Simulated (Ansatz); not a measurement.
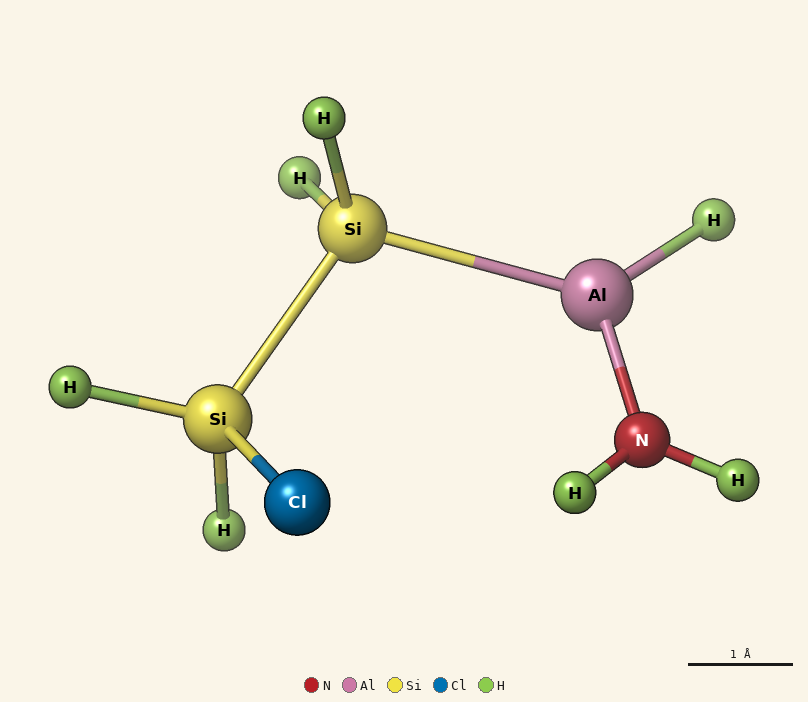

Atoms fade into the background with distance from the viewer. The geometry was computed by an optimisation with PBE0-D4/def2-TZVP. No frequency run is at hand to confirm it as a minimum. Masses are those of the most abundant isotopes; constants are for the rigid equilibrium geometry.

Classify the rotor and give the rotational constants (MHz).

Answer. An asymmetric top (C1): A = 2301, B = 1185, C = 838 MHz. Ray's parameter κ is −0.53, nearer the prolate limit.
